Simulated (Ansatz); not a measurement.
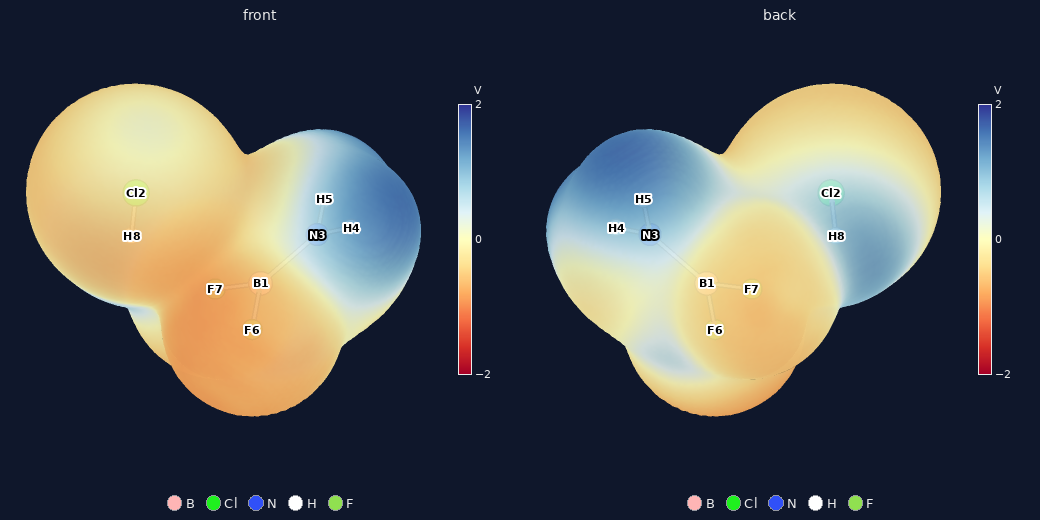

Figure 1: BF2H2N···HCl. The molecular electrostatic potential painted on the density surface at 0.001 e/bohr³, seen from the front and from behind; the colour scale runs from red (negative) to blue (positive).

Not at a stationary point (largest force 0.9 eV/Å).

Theory: RKS PBE/def2-SVP in Ansatz 0.2.0.

```yaml
atoms:
  - { symbol: B, position_ang: [0.0730, 0.4722, -0.4418] }
  - { symbol: Cl, position_ang: [0.2044, -0.0368, 2.5773] }
  - { symbol: N, position_ang: [1.3325, 0.0474, -0.8837] }
  - { symbol: H, position_ang: [1.5119, -0.9024, -1.1985] }
  - { symbol: H, position_ang: [2.1614, 0.6312, -0.8138] }
  - { symbol: F, position_ang: [-1.0120, -0.3077, -0.5397] }
  - { symbol: F, position_ang: [-0.1105, 1.7201, 0.0158] }
  - { symbol: H, position_ang: [-0.2299, 1.1048, 2.0401] }
```

### Where is the surface potential most negative and most positive?

The most negative region (about −0.9 V) lies over F6, the most positive (about +1.6 V) over H4 and H5.
